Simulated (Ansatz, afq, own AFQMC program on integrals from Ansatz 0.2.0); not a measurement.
**BCN (triplet): AFQMC on the coupled-cluster ladder at angle B1–C2–N3 = 72.0°, cc-pVDZ**

How near does AFQMC come to the top of the ladder for BCN (triplet)?

Method: cc-pVDZ, frozen cores; program: Ansatz 0.2.0, Gaussian basis, and an in-house AFQMC program (afq) on its integrals; all values are calculated.

The runs, in order: PBE (unrestricted); r2SCAN (unrestricted); PBE0 (unrestricted); B3LYP (unrestricted); wB97M-V (unrestricted); B2PLYP (unrestricted); CCSD(T) on UHF; CCSDT(Q) on UHF; Phaseless AFQMC, CISD trial on UHF.

1 further run of the same task is left out (it didn't finish). Runs told in other sessions of the task aren't counted.

**1. The system**

The geometry derives from a PBE0/def2-TZVP stationary point (not a proven minimum). One angle is set to the value named; bond lengths are kept.

3 atoms, charge 0, spin multiplicity 3.

Atoms are counted from 1 here; the program's logs count them from 0.

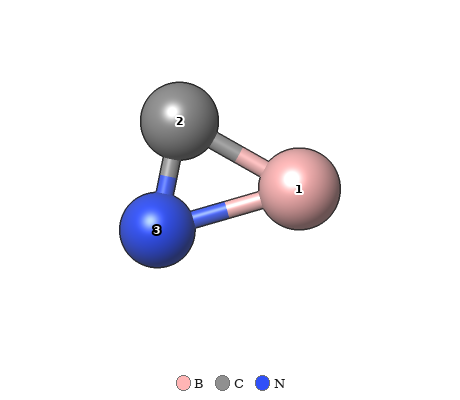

The structure; boron pink, carbon grey, nitrogen blue; atoms are numbered from 1 in the order of the file.

**2. PBE (unrestricted)**

File in.yaml:

```yaml
crystal:
  periodic: [false, false, false]
  atoms:
    - {symbol: B, position_ang: [0.469549, 0.000000, 0.863714]}
    - {symbol: C, position_ang: [-0.704173, 0.000000, 0.010956]}
    - {symbol: N, position_ang: [0.241406, 0.000000, -0.676048]}
basis:
  gaussian: {orbitals: cc-pVDZ}
magnetization: {spin_polarized: true, initial_magnetization: 2}
hamiltonian: {xc: {name: PBE}}
output: {orbitals: {seedname: orbitals}}
```

The run is started by

```sh
> ansatz run in.yaml --threads 1 --pin off --events-out ev --progress --plain --max-ram 1382MiB
```

Log:

```text
Functional definition: PBE
  name "PBE"
  cite "Perdew, Burke & Ernzerhof, Phys. Rev. Lett. 77, 3865 (1996) doi:10.1103/PhysRevLett.77.3865"
  parent pbe
  parameter kappa = 0.804
  parameter beta = 0.06672455060314922
  exchange = pbe_x(kappa = kappa, mu = beta*pi^2/3)
  correlation = pbe_c(beta = beta)
532 factors; their error is unknown
mean field evaluation 1: about -3188.6464 eV, gradient 3.0e1 eV
mean field evaluation 2: about -3157.0035 eV, gradient 8.0e1 eV
mean field evaluation 4: about -3193.1455 eV, gradient 7.5e0 eV
mean field evaluation 8: about -3193.3580 eV, gradient 1.2e-1 eV
mean field evaluation 16: about -3193.3581 eV, gradient 6.1e-5 eV
mean field -3193.35810459 eV, -117.3537458078 hartree, gradient 6.1e-5 eV, S^2 2.005619; 0 other end points of the search recorded, 0 dependent functions left out
reference -3193.35812880 eV, -117.3537466974 hartree; 10, 8 occupied and 32, 34 virtual orbitals, 532 factors
Total energy: -3193.35812880 eV, -117.3537466974 hartree
```

Run time: 0.27 s. Hardware: 1 thread of AMD EPYC 9R45 (Zen 5), shared host.

From the report: ⟨S²⟩ of the determinant 2.006 (pure triplet: 2.00).

**3. r2SCAN (unrestricted)**

in.yaml: that of step 2 with these lines changed.

```diff
@@ -9,3 +9,2 @@
 magnetization: {spin_polarized: true, initial_magnetization: 2}
-hamiltonian: {xc: {name: PBE}}
-output: {orbitals: {seedname: orbitals}}
+hamiltonian: {xc: {name: r2SCAN}}
```

The command is unchanged.

Log:

```text
Functional definition: r2SCAN
  name "r2SCAN"
  cite "Furness, Kaplan, Ning, Perdew & Sun, J. Phys. Chem. Lett. 11, 8208 (2020) doi:10.1021/acs.jpclett.0c02405"
  cite "Furness, Kaplan, Ning, Perdew & Sun, J. Phys. Chem. Lett. 11, 9248 (2020) doi:10.1021/acs.jpclett.0c03077"
  parent r2scan
  parameter k0 = 0.174
  parameter k1 = 0.065
  parameter a1 = 4.9479
  exchange = r2scan_x(k0 = k0, k1 = k1, a1 = a1)
  correlation = r2scan_c
532 factors; their error is unknown
mean field evaluation 1: about -3191.7792 eV, gradient 2.8e1 eV
mean field evaluation 2: about -3172.1352 eV, gradient 6.5e1 eV
mean field evaluation 4: about -3195.6537 eV, gradient 5.5e0 eV
mean field evaluation 8: about -3195.7681 eV, gradient 1.3e-1 eV
mean field evaluation 16: about -3195.7683 eV, gradient 4.6e-5 eV
mean field -3195.76828360 eV, -117.4423182526 hartree, gradient 4.6e-5 eV, S^2 2.009922; 0 other end points of the search recorded, 0 dependent functions left out
reference -3195.76829107 eV, -117.4423185273 hartree; 10, 8 occupied and 32, 34 virtual orbitals, 532 factors
Total energy: -3195.76829107 eV, -117.4423185273 hartree
```

Wall time 0.6 s (1 thread of AMD EPYC 9R45 (Zen 5), shared host).

From the report: ⟨S²⟩ of the determinant 2.010 (pure triplet: 2.00).

**4. PBE0 (unrestricted)**

in.yaml: that of step 3 with these lines changed.

```diff
@@ -9,2 +9,3 @@
 magnetization: {spin_polarized: true, initial_magnetization: 2}
-hamiltonian: {xc: {name: r2SCAN}}
+hamiltonian: {xc: {name: PBE0}}
+output: {orbitals: {seedname: orbitals}}
```

The command is unchanged.

Log:

```text
Functional definition: PBE0
  name "PBE0"
  cite "Adamo & Barone, J. Chem. Phys. 110, 6158 (1999) doi:10.1063/1.478522"
  cite "Perdew, Burke & Ernzerhof, Phys. Rev. Lett. 77, 3865 (1996) doi:10.1103/PhysRevLett.77.3865"
  parent pbe
  parameter a = 0.25
  parameter kappa = 0.804
  parameter beta = 0.06672455060314922
  exchange = (1 - a)*pbe_x(kappa = kappa, mu = beta*pi^2/3) + a*exact_x
  correlation = pbe_c(beta = beta)
403 factors; integrals over basis functions are off by at most 9.1e-4 eV
mean field evaluation 1: about -3190.0988 eV, gradient 2.5e1 eV
mean field evaluation 2: about -3183.1065 eV, gradient 4.5e1 eV
mean field evaluation 4: about -3193.3505 eV, gradient 3.1e0 eV
mean field evaluation 8: about -3193.5643 eV, gradient 1.1e-1 eV
mean field evaluation 16: about -3193.5645 eV, gradient 6.6e-5 eV
mean field -3193.56450875 eV, -117.3613310206 hartree, gradient 6.7e-5 eV, S^2 2.008200; 0 other end points of the search recorded, 0 dependent functions left out
reference -3193.56452704 eV, -117.3613316930 hartree; 10, 8 occupied and 32, 34 virtual orbitals, 403 factors
Total energy: -3193.56452704 eV, -117.3613316930 hartree
```

It took 0.36 s on 1 thread of AMD EPYC 9R45 (Zen 5), shared host.

From the report: ⟨S²⟩ of the determinant 2.008 (pure triplet: 2.00).

**5. B3LYP (unrestricted)**

in.yaml: that of step 4 with these lines changed.

```diff
@@ -9,3 +9,2 @@
 magnetization: {spin_polarized: true, initial_magnetization: 2}
-hamiltonian: {xc: {name: PBE0}}
-output: {orbitals: {seedname: orbitals}}
+hamiltonian: {xc: {name: B3LYP}}
```

The command is unchanged.

Log, cut to the lines that bear on the results:

```text
Functional definition: B3LYP
  name "B3LYP"
  cite "Stephens, Devlin, Chabalowski & Frisch, J. Phys. Chem. 98, 11623 (1994) doi:10.1021/j100096a001"
  cite "Becke, Phys. Rev. A 38, 3098 (1988) doi:10.1103/PhysRevA.38.3098"
  cite "Lee, Yang & Parr, Phys. Rev. B 37, 785 (1988) doi:10.1103/PhysRevB.37.785"
  cite "Vosko, Wilk & Nusair, Can. J. Phys. 58, 1200 (1980) doi:10.1139/p80-159"
[...]
403 factors; integrals over basis functions are off by at most 9.1e-4 eV
[...]
mean field -3197.44457794 eV, -117.5039209336 hartree, gradient 4.1e-5 eV, S^2 2.006013; 0 other end points of the search recorded, 0 dependent functions left out
reference -3197.44473883 eV, -117.5039268461 hartree; 10, 8 occupied and 32, 34 virtual orbitals, 403 factors
Total energy: -3197.44473883 eV, -117.5039268461 hartree
```

Run time: 0.36 s. Hardware: 1 thread of AMD EPYC 9R45 (Zen 5), shared host.

From the report: ⟨S²⟩ of the determinant 2.006 (pure triplet: 2.00).

**6. wB97M-V (unrestricted)**

in.yaml: that of step 5 with these lines changed.

```diff
@@ -9,2 +9,3 @@
 magnetization: {spin_polarized: true, initial_magnetization: 2}
-hamiltonian: {xc: {name: B3LYP}}
+hamiltonian: {xc: {name: wB97M-V}}
+output: {orbitals: {seedname: orbitals}}
```

The command is unchanged.

Log, cut to the lines that bear on the results:

```text
Functional definition: wB97M-V
  name "wB97M-V"
  cite "Mardirossian & Head-Gordon, J. Chem. Phys. 144, 214110 (2016) doi:10.1063/1.4952647"
  cite "Becke, J. Chem. Phys. 107, 8554 (1997) doi:10.1063/1.475007"
  cite "Vydrov & Van Voorhis, J. Chem. Phys. 133, 244103 (2010) doi:10.1063/1.3521275"
  # Of w^i u^j: cxij and so on, Table III.
[...]
  gx(w, u) = 1 - cx + cx01*u + cx10*w
  gss(w, u) = css00 + css04*u^4 + css10*w + css20*w^2 + css43*w^4*u^3
  gos(w, u) = cos00 + cos10*w + (cos20 + cos21*u)*w^2 + (cos60 + cos61*u)*w^6
[...]
      + integral(e_c_pw_mod_opposite_spin*gos(b97_w_opposite, b97_u_opposite)) + vv10(b, c)
403 factors; integrals over basis functions are off by at most 9.1e-4 eV
115 factors; integrals over basis functions are off by at most 3.1e-6 eV
[...]
mean field -3196.50135870 eV, -117.4692582660 hartree, gradient 4.2e-5 eV, S^2 2.005307; 0 other end points of the search recorded, 0 dependent functions left out
reference -3196.50138449 eV, -117.4692592134 hartree; 10, 8 occupied and 32, 34 virtual orbitals, 403 factors
Total energy: -3196.50138449 eV, -117.4692592134 hartree
```

Wall time 1.2 s (1 thread of AMD EPYC 9R45 (Zen 5), shared host).

From the report: ⟨S²⟩ of the determinant 2.005 (pure triplet: 2.00).

**7. B2PLYP (unrestricted)**

in.yaml: that of step 6 with these lines changed.

```diff
@@ -9,3 +9,3 @@
 magnetization: {spin_polarized: true, initial_magnetization: 2}
-hamiltonian: {xc: {name: wB97M-V}}
-output: {orbitals: {seedname: orbitals}}
+hamiltonian: {xc: {name: B2PLYP}}
+correlation: {electrons: outside_noble_gas}
```

Launched as before.

Log, cut to the lines that bear on the results:

```text
Functional definition: B2PLYP
  name "B2PLYP"
  cite "Grimme, J. Chem. Phys. 124, 034108 (2006) doi:10.1063/1.2148954"
  cite "Becke, Phys. Rev. A 38, 3098 (1988) doi:10.1103/PhysRevA.38.3098"
  cite "Lee, Yang & Parr, Phys. Rev. B 37, 785 (1988) doi:10.1103/PhysRevB.37.785"
[...]
403 factors; integrals over basis functions are off by at most 9.1e-4 eV
[...]
mean field -3191.43064827 eV, -117.2829130945 hartree, gradient 7.0e-6 eV, S^2 2.011295; 0 other end points of the search recorded, 0 dependent functions left out
3 core orbitals not correlated: weight in the atoms' cores, before any rotation towards them, 1.000 or more for the frozen orbitals, at most 0.000 for the correlated occupied ones
reference -3191.43075041 eV, -117.2829168480 hartree; 7, 5 occupied and 32, 34 virtual orbitals, 403 factors
second order -10.38440092 eV of doubles, -0.00000000 eV of singles
Total energy: -3194.23453866 eV, -117.3859541657 hartree
```

Run time: 0.51 s. Hardware: 1 thread of AMD EPYC 9R45 (Zen 5), shared host.

From the report: ⟨S²⟩ of the determinant 2.011 (pure triplet: 2.00).

**8. CCSD(T) on UHF**

in.yaml: that of step 7 with these lines changed.

```diff
@@ -9,3 +9,2 @@
 magnetization: {spin_polarized: true, initial_magnetization: 2}
-hamiltonian: {xc: {name: B2PLYP}}
-correlation: {electrons: outside_noble_gas}
+correlation: {method: ccsd_t, electrons: outside_noble_gas, hamiltonian_folder: ham}
```

Launched as before.

Log, cut to the lines that bear on the results:

```text
Functional definition: HF
  name "HF"
  cite "Fock, Z. Phys. 61, 126 (1930) doi:10.1007/BF01340294"
  parent pbe
[...]
403 factors; integrals over basis functions are off by at most 9.1e-4 eV
[...]
mean field -3179.46195047 eV, -116.8430715630 hartree, gradient 5.7e-6 eV, S^2 2.028472; 1 other end points of the search recorded, 0 dependent functions left out
determinant -3179.46195047 eV, -116.8430715630 hartree, with singles and doubles -3188.06283260 eV, -117.1591481516 hartree
determinant -3177.60805198 eV, -116.7749420501 hartree, with singles and doubles -3186.20521304 eV, -117.0908818918 hartree
3 core orbitals not correlated: weight in the atoms' cores, before any rotation towards them, 1.000 or more for the frozen orbitals, at most 0.000 for the correlated occupied ones
reference -3179.46195047 eV, -116.8430715630 hartree; 7, 5 occupied and 32, 34 virtual orbitals, 403 factors
second order -8.17841979 eV of doubles, -0.00000000 eV of singles
cycle   1  -8.60103109 eV  change   -1.5e-4 eV  update   1.9e-3
[...]
cycle   8  -8.60226038 eV  change    1.4e-6 eV  update   4.2e-6
perturbative correction -0.39901321 eV, -0.0146634650 hartree
Total energy: -3188.46322406 eV, -117.1738622661 hartree
```

Wall time 0.87 s (1 thread of AMD EPYC 9R45 (Zen 5), shared host).

From the report: ⟨S²⟩ of the determinant 2.028 (pure triplet: 2.00); correlation -9.0013 eV; T1 0.024; largest double amplitude 0.06.

This run also writes the integrals to the folder ham.

**9. CCSDT(Q) on UHF**

in.yaml: that of step 8 with these lines changed.

```diff
@@ -9,2 +9,2 @@
 magnetization: {spin_polarized: true, initial_magnetization: 2}
-correlation: {method: ccsd_t, electrons: outside_noble_gas, hamiltonian_folder: ham}
+correlation: {method: ccsdt_q, electrons: outside_noble_gas}
```

The command is unchanged.

Log, cut to the lines that bear on the results:

```text
Functional definition: HF
  name "HF"
  cite "Fock, Z. Phys. 61, 126 (1930) doi:10.1007/BF01340294"
  parent pbe
[...]
795 factors; integrals over basis functions are off by at most 1.4e-7 eV
[...]
mean field -3179.46199453 eV, -116.8430731823 hartree, gradient 4.2e-6 eV, S^2 2.028472; 1 other end points of the search recorded, 0 dependent functions left out
determinant -3179.46199453 eV, -116.8430731823 hartree, with singles and doubles -3188.06287159 eV, -117.1591495842 hartree
determinant -3177.60810631 eV, -116.7749440468 hartree, with singles and doubles -3186.20526003 eV, -117.0908836184 hartree
3 core orbitals not correlated: weight in the atoms' cores, before any rotation towards them, 1.000 or more for the frozen orbitals, at most 0.000 for the correlated occupied ones
reference -3179.46199453 eV, -116.8430731823 hartree; 7, 5 occupied and 32, 34 virtual orbitals, 795 factors
second order -8.17842817 eV of doubles, -0.00000000 eV of singles
cycle   1  -8.23230755 eV  change   -5.4e-2 eV  update   9.5e-2
[...]
cycle  18  -9.02287610 eV  change   -5.2e-7 eV  update   1.2e-6
perturbative correction -0.03766627 eV, -0.0013842097 hartree
Total energy: -3188.52253690 eV, -117.1760419727 hartree
```

Run time: 11 s. Hardware: 1 thread of AMD EPYC 9R45 (Zen 5), shared host; peak memory 0.41 GiB.

From the report: ⟨S²⟩ of the determinant 2.028 (pure triplet: 2.00); correlation -9.0605 eV; T1 0.026; largest double amplitude 0.07.

**10. Phaseless AFQMC, CISD trial on UHF**

It reads the integrals that the CCSD(T) run on this determinant wrote.

The run is started by

```sh
> afq ham --method phaseless --trial cisd --walkers 60 --populations 1 --least-time 40 --time-step 0.005 --steps-per-block 50 --equilibration-blocks 28 --max-blocks 300 --target-error 0.00042 --factor-cut 1e-05 --start spin_pure --seed 4616 --release-times 0.24,0.51,0.99,1.62,2.4 --release-step 0.03 --release-every 4 --taylor-order 6
```

Log:

```text
orbitals 39  electrons 7 5  factors 316 of 403
reference energy -116.84307156 Eh
CCSD correlation -0.31612724 Eh in 13 cycles, weight of the determinant in the CISD state 0.8694
energy of the start -117.157866 Eh
 block  time / (1/Eh)  mean weight  energy / Eh
     1     0.250  0.9993  -117.154113
     2     0.500  0.9993  -117.163220
     3     0.750  0.9994  -117.162188
     4     1.000  1.0010  -117.164365
     5     1.250  1.0010  -117.165680
     6     1.500  0.9967  -117.171476
     7     1.750  1.0014  -117.170094
     8     2.000  1.0016  -117.175485
     9     2.250  0.9982  -117.175784
    10     2.500  0.9995  -117.170433
    17     4.250  1.0021  -117.181264
    25     6.250  1.0003  -117.167058
    33     8.250  1.0014  -117.175250
    41    10.250  1.0011  -117.173578
    49    12.250  1.0033  -117.177032
    57    14.250  0.9995  -117.166021
    65    16.250  0.9987  -117.169026
    73    18.250  1.0005  -117.169224
    81    20.250  1.0013  -117.167997
    89    22.250  0.9987  -117.171038
    97    24.250  1.0012  -117.168982
   105    26.250  1.0006  -117.174197
   113    28.250  1.0010  -117.174562
   121    30.250  0.9974  -117.171745
   129    32.250  1.0007  -117.180187
   137    34.250  0.9997  -117.169342
   145    36.250  0.9965  -117.179355
   153    38.250  1.0035  -117.170146
   161    40.250  1.0015  -117.163776
   169    42.250  0.9985  -117.174011
   177    44.250  1.0001  -117.174450
   185    46.250  1.0024  -117.163841
   193    48.250  1.0003  -117.184285
   201    50.250  0.9990  -117.175253
   209    52.250  1.0021  -117.171083
   217    54.250  0.9999  -117.171708
   225    56.250  0.9993  -117.165470
   233    58.250  1.0005  -117.169491
   241    60.250  1.0009  -117.175289
   249    62.250  1.0005  -117.171923
   257    64.250  1.0015  -117.170492
   265    66.250  1.0028  -117.166507
   273    68.250  1.0019  -117.174436
   281    70.250  1.0021  -117.174691
   289    72.250  1.0008  -117.171067
   297    74.250  0.9986  -117.172803
   305    76.250  0.9985  -117.168697
   313    78.250  0.9991  -117.193624
   321    80.250  1.0003  -117.183408
blocks merged  error / Eh  count
     1  0.000470  300
     2  0.000580  150
     4  0.000694  75
     8  0.000792  37
    16  0.000849  18
    32  0.000855  9
released: time / (1/Eh)  energy / Eh  error  mean overlap
  0.24  -117.175603  0.000771  0.9903
  0.51  -117.175441  0.000842  1.0020
  0.99  -117.175750  0.000930  1.0045
  1.62  -117.175436  0.000887  1.0138
  2.40  -117.175590  0.001078  1.0186
energy -117.175243 +/- 0.000849 Eh
```

It took 4.5 min on 1 thread of AMD EPYC 9R45 (Zen 5), shared host.

Energy -3188.5008 ± 0.0231 eV. Caveats: constraint bias not in the error; error above the target.

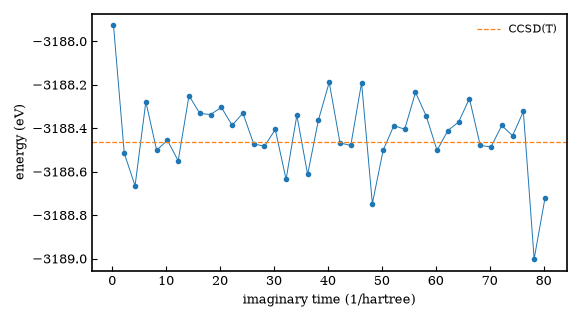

Block energies along the walk.

**11. All levels side by side**

On the UHF determinant, counted from CCSDT(Q) (a yardstick, not exact):

```tsv
level	energy (eV)	from CCSDT(Q) (kcal/mol)	statistical error (kcal/mol)	time
HF	-3179.4620	+208.94		
MP2	-3187.6404	+20.34		
CCSD	-3188.0642	+10.57		
CCSD(T)	-3188.4632	+1.37		
CCSDT(Q)	-3188.5225	0.00		
Phaseless AFQMC, CISD trial, step 0.005, 60 walkers	-3188.5008	+0.50	0.53	4.5 min
```

The functionals' totals stand on their own zeros and serve differences with other points: PBE -3193.358 eV; r2SCAN -3195.768 eV; PBE0 -3193.565 eV; B3LYP -3197.445 eV; wB97M-V -3196.501 eV; B2PLYP -3194.235 eV.

**12. What came out**

| quantity | value |
| --- | --- |
| CCSD(T) on UHF from CCSDT(Q) | +1.37 kcal/mol |
| Phaseless AFQMC, CISD trial on UHF from CCSDT(Q) | +0.50 ± 0.53 kcal/mol |

On UHF the phaseless walk with the CISD trial lies +0.50 kcal/mol from CCSDT(Q), within three error bars. Error bars are statistical and leave out the constraint, the time step and what remains of the start.
